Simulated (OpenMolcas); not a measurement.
**[CuHCl5O]4− ([Cu(OH)Cl5]4-) in OpenMolcas**

Wanted: the vertical excitations of [CuHCl5O]4− ([Cu(OH)Cl5]4-).

Program for the calculation: OpenMolcas 26.06.

### 1 The structure to begin with

[CuHCl5O]4−: 8 atoms, total charge -4, spin state doublet. As SMILES, `[OH][Cu-4]([Cl])([Cl])([Cl])([Cl])[Cl]`. The shape comes from GFN2-xTB, which is rough for such elements, and wasn't checked as a minimum. This is one conformer, not always the lowest.

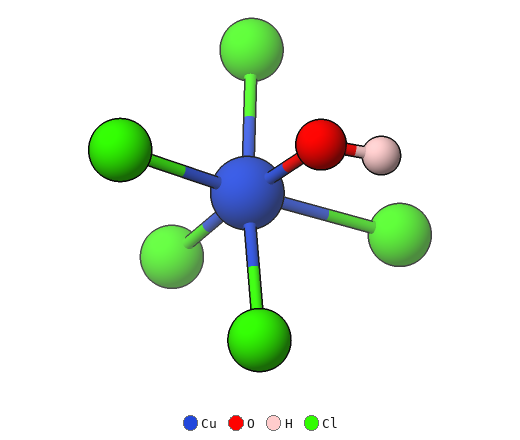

The structure, seen from a chosen angle (copper blue, oxygen red, hydrogen pink, chlorine green).

### 2 The job

Input file coord.xyz:

```xyz
8

Cu     0.200710    -0.050110    -0.262410
O      0.298870     0.132690     1.551080
H     -0.600720     0.268550     1.872790
Cl    -0.173340    -0.241700    -2.444050
Cl     2.558800    -0.270810    -0.406860
Cl    -2.424540     0.226460     0.147740
Cl     0.286370     2.441620    -0.485980
Cl    -0.146140    -2.506700     0.027680
```

Input file step10.inp:

```
&GATEWAY
 Coord=coord.xyz
 Basis=ANO-RCC-VDZ
 Group=NoSym
 RICD

&SEWARD

&RASSCF
 FileOrb=$CurrDir/step2.RasOrb
 Spin=3
 Nactel=9 0 0
 Inactive=59
 Ras2=5
 CIRoot=5 5 1
 OrbListing=Nothing

&CASPT2
 Multistate=all
```

Command:

```console
$ export MOLCAS_MEM=1860
$ pymolcas step10.inp > step10.log
```

The log of the run:

```text
--- Start Module: gateway ---

                                              &GATEWAY

                       available to each process: 1.9 GB of memory, 1 thread

++    Symmetry information:
      ---------------------

                    Character Table for C1

                             E
                    a        1  x, y, xy, Rz, z, xz, Ry, yz, Rx, I
--

++    Basis set information:
      ----------------------

      Basis set label: CU.ANO-RCC...5S4P2D.

      Electronic valence basis set:
      ------------------
      Associated Effective Charge  29.000000 au
      Associated Actual Charge     29.000000 au
      Nuclear Model: Point charge

      Shell  nPrim  nBasis  Cartesian Spherical Contaminant
         s      21       5        X
         p      15       4        X
         d      10       2                 X

      Basis set label: O.ANO-RCC...3S2P.

      Electronic valence basis set:
      ------------------
      Associated Effective Charge   8.000000 au
      Associated Actual Charge      8.000000 au
      Nuclear Model: Point charge

      Shell  nPrim  nBasis  Cartesian Spherical Contaminant
         s      14       3        X
         p       9       2        X

      Basis set label: H.ANO-RCC...2S.

[... 99 lines left out ...]
                  Atomic mean-field integrals
                  RI decomposed two-electron repulsion integrals stored Cholesky style
                   - acCD auxiliary basis
                   - CD Threshold:   1.00E-04

                   Integrals are discarded if absolute value <: 1.00E-14
                   Integral cutoff threshold is set to       <: 1.00E-16

            Nuclear Potential Energy           1150.79841751 au

      Basis set specifications :
      Symmetry species         a
      Basis functions          103

--- Stop Module: seward /rc=_RC_ALL_IS_WELL_ ---
--- Module seward spent 2 seconds ---

--- Start Module: rasscf ---

                                              &RASSCF

                       available to each process: 1.9 GB of memory, 1 thread

 ******************** ERROR *********************
 ###############################################################################
 ###    ERROR: No such wave function.                                        ###
 ###############################################################################
 The following combined specifications are wrong.
 Nr of active electrons NACTEL=   9
 Nr of active orbitals     NAC=   5
 Spin degeneracy         ISPIN=   3
 There can be no such wave function.
 ************************************************
--- Stop Module: rasscf /rc=_RC_INPUT_ERROR_ ---

.####################.
.# User input error #.
.####################.

    Timing: Wall=4.32 User=4.05 System=0.26
```

Wall time 4.5 s (1 thread of Arm Neoverse V2, shared host); peak memory 0.16 GiB.

### 3 Diagnosis

The program broke off before the end.

The telling line is `ERROR: No such wave function.`. What is wrong: the electron count doesn't fit the spin or reference typed: an even count needs an odd multiplicity, an odd count an even one.
